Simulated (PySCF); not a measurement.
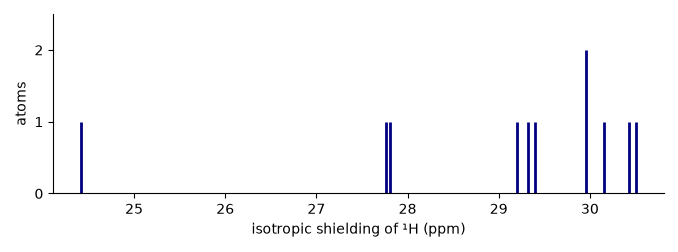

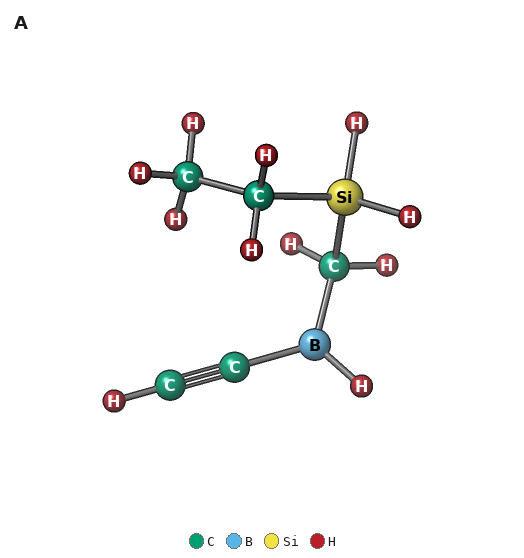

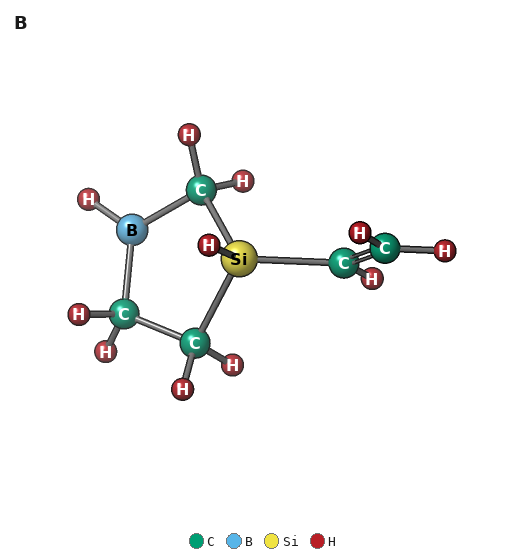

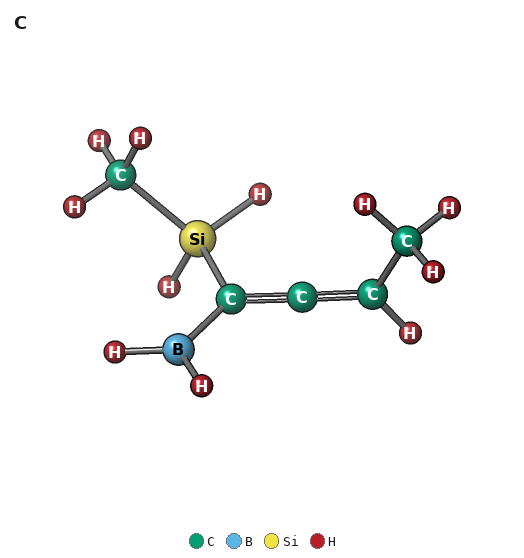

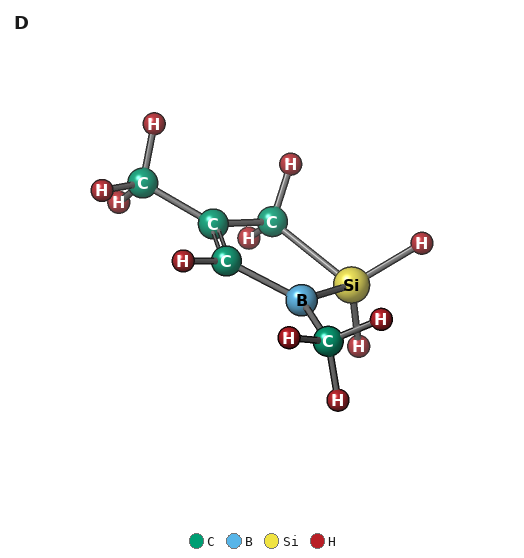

The sticks are computed shieldings of one of the molecules, for one fixed geometry (GFN2-xTB) without averaging over rotations. Low shielding means a high chemical shift. Method: GIAO PBE0/pcSseg-1 NMR shielding, non-relativistic, gas phase (PySCF 2.14.0).

Which molecule gives this pattern?

Answer. D, `CB1C=C(C)C[SiH2]1`. Its 11 H atoms give lines at 24.42, 27.76, 27.81, 29.20, 29.32, 29.39, 29.96 (2 atoms), 30.16, 30.42, 30.50 ppm.

The geometry is semi-empirical. Around B, Si such bond lengths and angles can be off by a tenth of an ångström or more and by several degrees, and values that hang on the shape move with them.
